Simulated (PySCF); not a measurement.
## Run report: C5H10S2, excited-state calculation

System: C5H10S2, SMILES CCC1SCCS1.
Method: TDDFT CAM-B3LYP/def2-SVPD, vertical, IEF-PCM benzene (non-equilibrium linear response), core orbitals frozen in the response (PySCF 2.14.0).

The geometry comes from this level: PBE0-D3(BJ)/def2-SVP. It belongs to a series of runs on one base structure; here: solvent benzene.

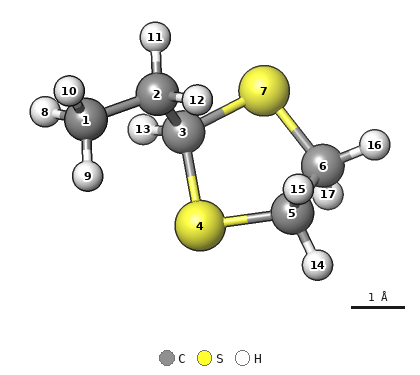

Fig. 1: The structure (ball-and-stick view, seen at a tilt; atoms are numbered from 1 in the order of the input). Bond lengths as drawn: C–C 1.51 to 1.52 Å, C–H 1.10 Å and C–S 1.81 to 1.84 Å.

Input
```
{"job": {"kind": "uv", "xc": "CAM-B3LYP", "basis": "def2-SVPD", "solvent": "benzene", "nstates": 6, "ntriplets": 0}, "charge": 0, "multiplicity": 1}
C      2.834878    -0.345037    -0.293971
C      1.525325     0.201979    -0.834458
C      0.573066     0.678800     0.256252
S     -0.018249    -0.652087     1.351140
C     -1.505460    -0.974797     0.368093
C     -2.161950     0.365356     0.107270
S     -0.886836     1.525615    -0.478060
H      3.381239     0.419100     0.282315
H      2.653872    -1.203209     0.371544
H      3.491173    -0.679907    -1.110833
H      1.717974     1.055328    -1.507997
H      1.006318    -0.554274    -1.446569
H      1.081979     1.399864     0.916410
H     -2.152672    -1.640581     0.959508
H     -1.246698    -1.484896    -0.573141
H     -2.930063     0.294798    -0.678979
H     -2.625674     0.755111     1.025773
```

The first line tells a small driver script what to run in PySCF; the rest is the geometry in Å.

Run on 1 CPU thread, shared host.

Run as:
```bash
OMP_NUM_THREADS=1 python <driver script> task.json out
```

Output
```
coarse grid: 14880 points
cycle   1  E = -992.3207263266  dE =  8.247e-01  |g| = 3.020e-01  |ddm| = 5.590e+00
cycle   2  E = -992.3348350420  dE = -1.411e-02  |g| = 2.662e-01  |ddm| = 1.082e+00
cycle   3  E = -992.3517202237  dE = -1.689e-02  |g| = 4.417e-02  |ddm| = 5.379e-01
cycle   4  E = -992.3522187329  dE = -4.985e-04  |g| = 2.120e-02  |ddm| = 1.198e-01
cycle   5  E = -992.3523422038  dE = -1.235e-04  |g| = 4.597e-03  |ddm| = 5.073e-02
cycle   6  E = -992.3523485329  dE = -6.329e-06  |g| = 1.439e-03  |ddm| = 1.075e-02
final grid: 133256 points
cycle   7  E = -992.4657525044  dE = -3.253e-05  |g| = 3.462e-03  |ddm| = 7.286e-02
cycle   8  E = -992.4657525201  dE = -1.574e-08  |g| = 3.568e-03  |ddm| = 1.389e-02
cycle   9  E = -992.4657558054  dE = -3.285e-06  |g| = 3.205e-04  |ddm| = 5.844e-03
cycle  10  E = -992.4657558277  dE = -2.231e-08  |g| = 1.967e-04  |ddm| = 1.054e-03
cycle  11  E = -992.4657558380  dE = -1.031e-08  |g| = 2.319e-05  |ddm| = 3.959e-04
cycle  12  E = -992.4657558383  dE = -2.303e-10  |g| = 7.945e-06  |ddm| = 8.402e-05
```

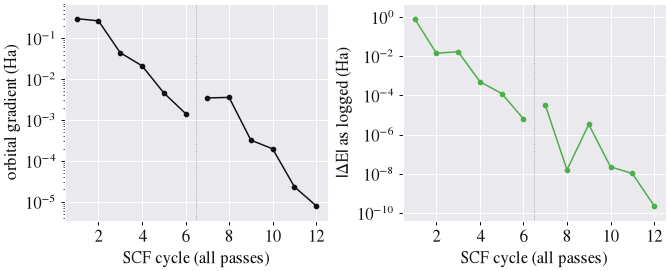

Fig. 2: Convergence of the self-consistent field: orbital gradient and size of the energy change against the SCF cycle. The dotted line marks the change from a coarse to the final integration grid. The first 6 cycles use a coarse grid, the final grid takes over at cycle 7, and the field converges after 12 cycles in all.

```
converged SCF energy = -992.4657558383

Static polarisability (au): isotropic 113.946, principal 96.549 117.362 127.928

Singlet excitations
state   eV       nm        f      main configurations
  1   5.1398    241.2   0.00017   H->L 0.65, H->L+2 0.10
  2   5.2566    235.9   0.00615   H-1->L 0.71
  3   6.2435    198.6   0.05166   H->L+1 0.52, H->L+3 0.33
  4   6.3231    196.1   0.04290   H-1->L+1 0.73, H-1->L+3 0.09
  5   6.5343    189.7   0.00567   H->L+2 0.33, H->L+5 0.18, H->L+3 0.13
  6   6.6955    185.2   0.00551   H-1->L+2 0.67, H-1->L+5 0.09
```

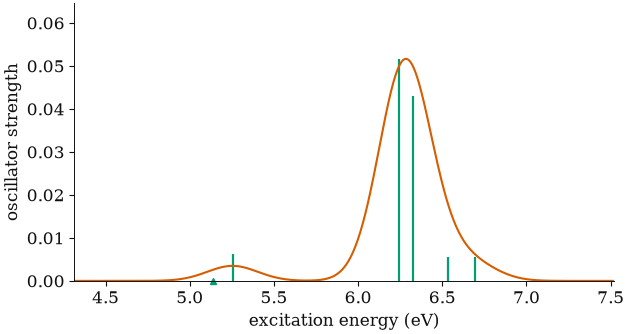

Fig. 3: Computed excitations as sticks (degenerate states added up, dark ones marked on the axis), with a Gaussian envelope of 0.35 eV full width at half maximum, scaled to the tallest. Of the 6 states the lowest lies at 5.14 eV (f = 0.000); the strongest line is at 6.24 eV, or 199 nm (f = 0.052).

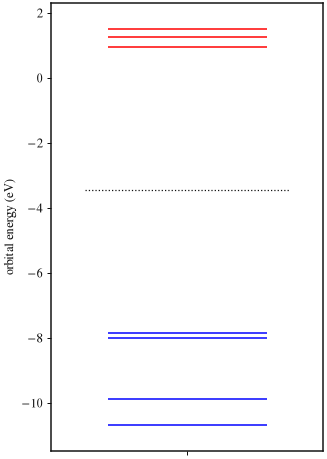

Fig. 4: Orbital energies near the frontier; the dotted line parts filled from empty levels, and levels within 0.02 eV of each other stand side by side. Highest filled −7.87 eV, lowest empty 0.96 eV, 8.83 eV apart.

Key numbers

```json
{"quantity": "outcome", "value": "converged"}
{"quantity": "total energy", "value": "−992.465756 hartree"}
{"quantity": "HOMO", "value": "−7.87 eV"}
{"quantity": "LUMO", "value": "0.96 eV"}
{"quantity": "dipole moment", "value": "1.44 D"}
{"quantity": "mean polarisability", "value": "113.95 a.u."}
{"quantity": "lowest excitation", "value": "5.14 eV"}
{"quantity": "wall time", "value": "93 s"}
{"quantity": "peak memory", "value": "1.2 GiB"}
```
